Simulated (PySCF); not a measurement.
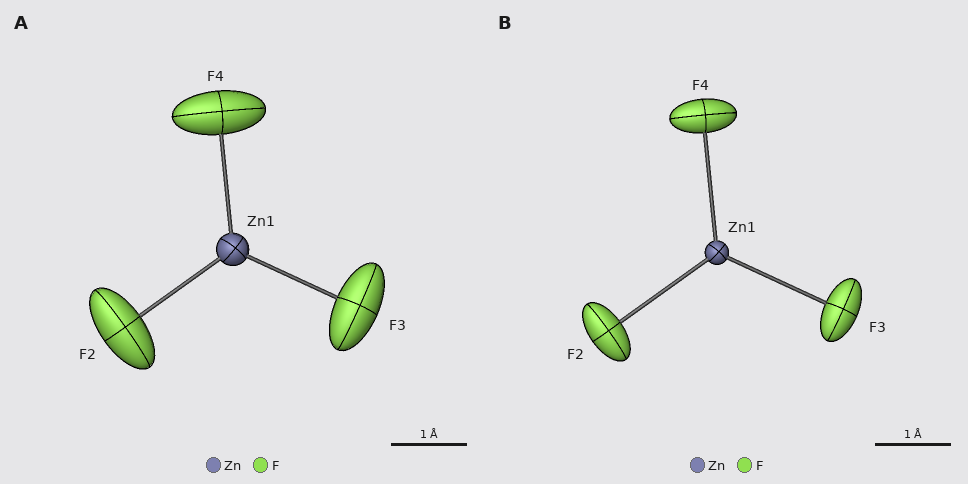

Displacement ellipsoids at the 50 % level, scaled by 3, from the internal vibrations of the free molecule (harmonic, no overall translation or rotation; no half-axis is drawn under 0.075 Å). State: charge −1, singlet. Vibrations computed with RKS-based PBE0, Zn def2-TZVPD, F def2-TZVPD; non-relativistic; density fitting (PySCF 2.14.0). One panel is for 298 K, the other for 600 K.

Which panel is for 600 K?

A.

How much does the mean-square displacement of Zn1 grow, and why?

U_eq goes from 0.0014 to 0.0026 Å², a factor of 1.9. Modes below kT (417 cm⁻¹ at 600 K) grow about in proportion to T, and the lowest lies at 144 cm⁻¹; the mean-square amplitude of a mode is its zero-point value times coth(ħω/2kT), which comes close to 1 only above about 3kT.
